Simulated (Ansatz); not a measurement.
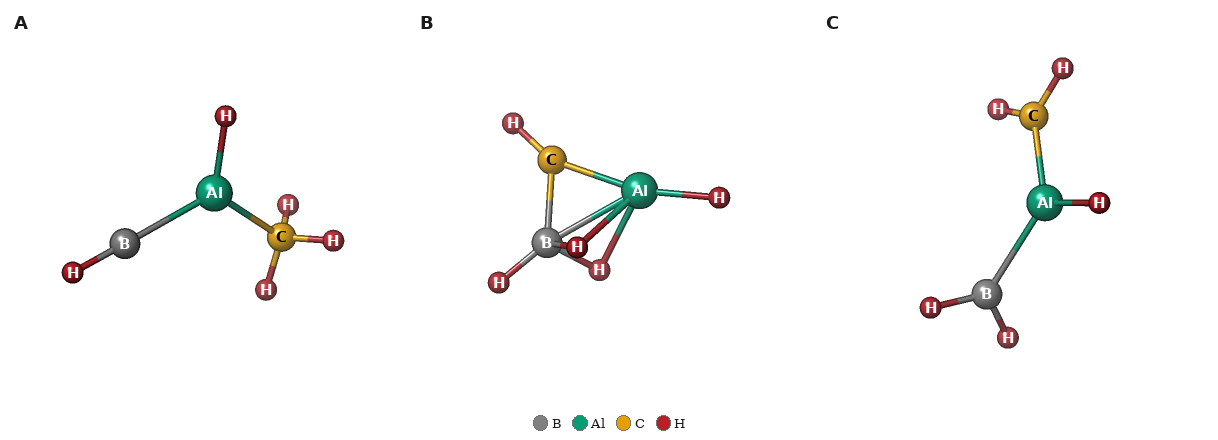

3 stationary structures of one formula. Charge 0, doublet. Geometries: PBE0-D4/def2-TZVP. Electronic energies: UHF-CCSD(T) (frozen core)/def2-TZVPP (Ansatz 0.2.0), without zero-point energy. No frequency run is at hand to confirm each as a minimum. Each is one conformer, not always the lowest.

Which is lowest in energy, and by how much?

Answer. A is lowest (Cs); B lies 0.108 eV above it (Cs), C lies 0.363 eV above it (Cs).
